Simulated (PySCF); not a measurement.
# HfI2 (Hf(I)22+): the cost of one run

Computed with PySCF 2.14.0. Level: several levels, as the steps say, no spin–orbit coupling.

1 further run of the same task is left out (for a known fault of the program).

### 1 The system as given

3 atoms, charge 2, spin multiplicity 1.

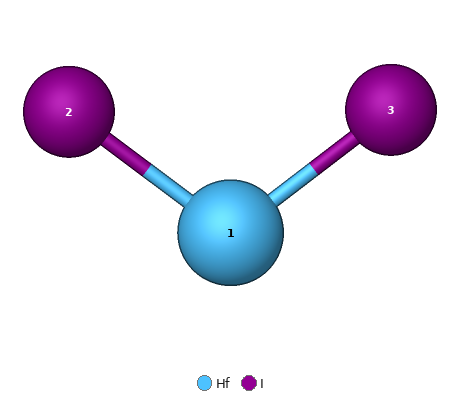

The structure; hafnium blue, iodine purple; atoms are numbered from 1 in the order of the file.

As a file:

```xyz
3
charge 2, multiplicity 1
Hf    0.0000    0.0000   -0.9386
I     2.0372    0.0000    0.6040
I    -2.0372    0.0000    0.6040
```

Formal oxidation states: Hf +4. An earlier session relaxed this geometry at PBE0, Hf def2-SVP with ECP60, I def2-SVP with ECP28 (singlet, point group C2v).

At PBE0 on the finer grid: E = -642.751956 Eh, HOMO -17.58 eV, LUMO -14.11 eV, Mulliken charge on Hf1 +1.27 e, largest force component 0.039 eV/Å. 

Levels to run: BP86; HF; PBE0, TZVP. Hardware: 2 threads of Intel Xeon at 2.50GHz (Skylake/Cascade Lake), shared host.

### 2 BP86

The input, run.py (the lines that set the calculation):

```python
mol = gto.M(atom='''
Hf     0.00000     0.00000    -0.93859
I      2.03716     0.00000     0.60402
I     -2.03716     0.00000     0.60402''',
    basis={'Hf': 'def2-SVP', 'I': 'def2-SVP'},
    ecp={'Hf': 'def2-SVP', 'I': 'def2-SVP'},
    charge=2, spin=0)
mf = dft.RKS(mol, xc='B88,P86')
mf.grids.atom_grid = (75, 302)
mf = mf.density_fit()  # fitting sets: Hf def2-universal-JKFIT, I def2-universal-JKFIT
mf.conv_tol = 1e-08; mf.max_cycle = 55
mf.kernel(dm0)  # dm0: the density of the relaxed state
```

Started as:

```
$ OMP_NUM_THREADS=2 python run.py
```

**Question.** How long does this run take on 2 threads of Intel Xeon at 2.50GHz (Skylake/Cascade Lake), shared host?

About 15 s.
